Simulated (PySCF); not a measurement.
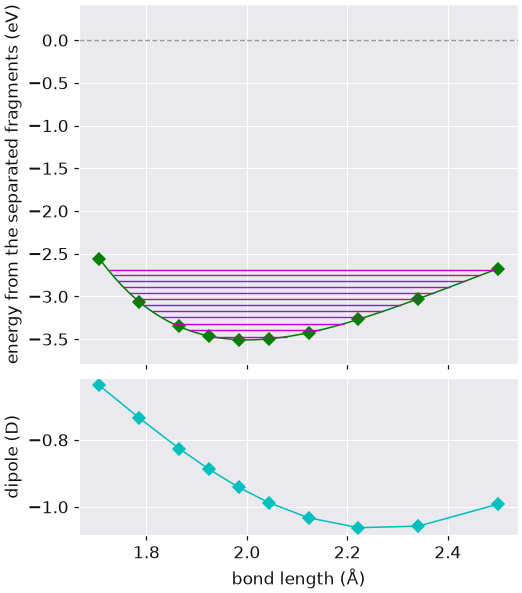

Bond curve of GeB, quartet (excess alpha electrons: σ +1, πx +1, πy +1). PBE/def2-TZVPP in PySCF 2.14.0, UKS. One reference determinant with the occupation held, the lowest that a PBE0 search over spins and occupations found; no spin-orbit coupling. Zero is the separated fragments in their ground configurations, without counterpoise. 2 further points of the run are not drawn. Horizontal lines: vibrational levels from ωe and ωexe, starting at v = 0. The dipole is positive if the first atom is negative.

### What constants does a Dunham fit to the curve give (main isotopes)?

re = 2.001 Å, ωe = 623 cm⁻¹, ωexe = 4.1 cm⁻¹, De = 3.51 eV, Be = 0.439 cm⁻¹.

### How stiff is the bond?

The force constant is 2.19 mdyn/Å, which gives ωe = 623 cm⁻¹.

### Give the computed points.

| r (Å) | E (eV) |
| --- | --- |
| 1.706 | −2.56 |
| 1.786 | −3.06 |
| 1.865 | −3.35 |
| 1.925 | −3.46 |
| 1.984 | −3.51 |
| 2.044 | −3.50 |
| 2.123 | −3.42 |
| 2.222 | −3.27 |
| 2.341 | −3.03 |
| 2.500 | −2.67 |

Caveats: lowest determinant of a PBE0 search, another state may lie lower; no scalar relativity; spin-orbit coupling is left out; it can lower the fragment Ge more than the molecule, and De with it.
